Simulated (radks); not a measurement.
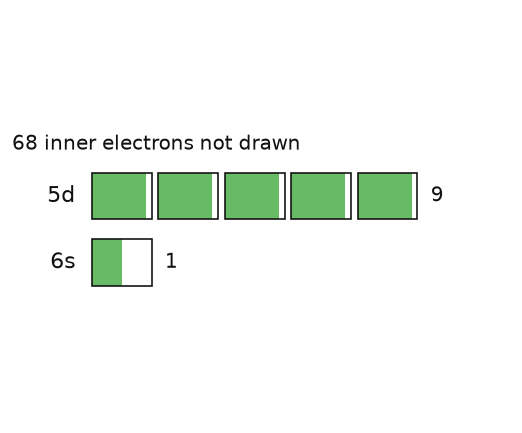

The outer shells as the input fills them: a box for each of the 2l + 1 orbitals, shaded by the share of the shell that is filled, with the electron count at the right.

Atomic calculation for Pt

A free Pt atom in the configuration [Xe] 4f14 5d9 6s1 (high spin). Computed at this level: scalar-relativistic Kohn-Sham, PBE, spin-polarised, spherical densities, point nucleus (the in-house radial solver radks).

Input:
```
Z 78
configuration [Xe] 4f14 5d9 6s1
relativity scalar-relativistic
functional pbe,pbe
spin polarised
nucleus point
c 137.035999084
mesh_step 0.003
max_iterations 86
```

Energies in input and log are in hartree, lengths in bohr.

Hardware: 1 thread of Arm Neoverse N1, 77 GiB of memory available, shared host.

The run was one of a batch that the task file lists, launched with:
```bash
python <driver script> task.json out
```

Log:
```
1s      1   1.0000       -2882.58764917
2s      1   1.0000        -506.38425133
2p      1   3.0000        -438.78741096
3s      1   1.0000        -118.94449884
3p      1   3.0000         -99.26339526
3d      1   5.0000         -77.94257384
4s      1   1.0000         -25.55895381
4p      1   3.0000         -19.10608116
4d      1   5.0000         -11.27495605
4f      1   7.0000          -2.57495814
5s      1   1.0000          -3.74751175
5p      1   3.0000          -2.06670042
5d      1   5.0000          -0.23920311
6s      1   1.0000          -0.22369630
1s      2   1.0000       -2882.58714543
2s      2   1.0000        -506.38189443
2p      2   3.0000        -438.78545103
3s      2   1.0000        -118.94341908
3p      2   3.0000         -99.26222037
3d      2   5.0000         -77.94078158
4s      2   1.0000         -25.55640828
4p      2   3.0000         -19.10361969
4d      2   5.0000         -11.27207368
4f      2   7.0000          -2.57081601
5s      2   1.0000          -3.73119781
5p      2   3.0000          -2.04552772
5d      2   4.0000          -0.20652923
6s      2   0.0000          -0.18651867
Etot -18413.53328314018
Ekin 20541.763608174606
Encl -45763.88459298034
Eh 7162.785015073025
Exc -354.1973134074694
err 3.5975731998033537e-09
it 15
```

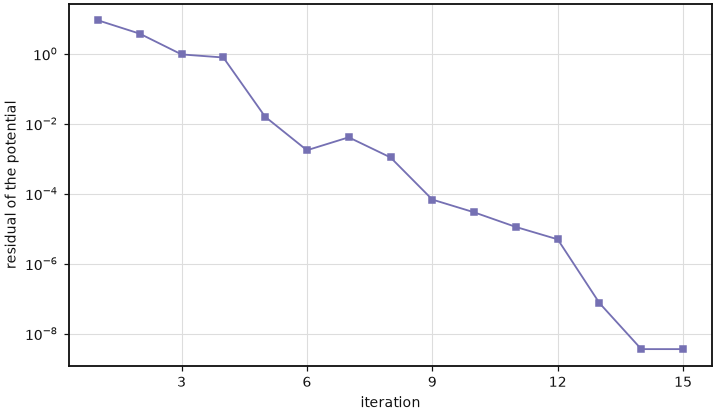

Convergence: residual of the potential against the iteration. The residual comes down, with one marked jump up, by a factor of about 2, at step 7. It goes from 9.1 to 3.6×10⁻⁹ in 15 steps.

What the run reported:

```
                       quantity                value
                        outcome            converged
                   total energy  −18413.5333 hartree
                 kinetic energy   20541.7636 hartree
        electron–nucleus energy  −45763.8846 hartree
                 Hartree energy    7162.7850 hartree
    exchange–correlation energy  −354.197313 hartree
radius at density 0.001 e/bohr³            4.35 bohr
                 SCF iterations                   15
                      wall time                1.1 s
```

What is odd here:

A numerical setting was moved from its usual value: mesh step h = 0.003. The program ran to the end, and its total energy equals that of the same run with the usual input (−18413.53328 hartree) within 10⁻⁵ hartree, so the oddity leaves no trace in it.
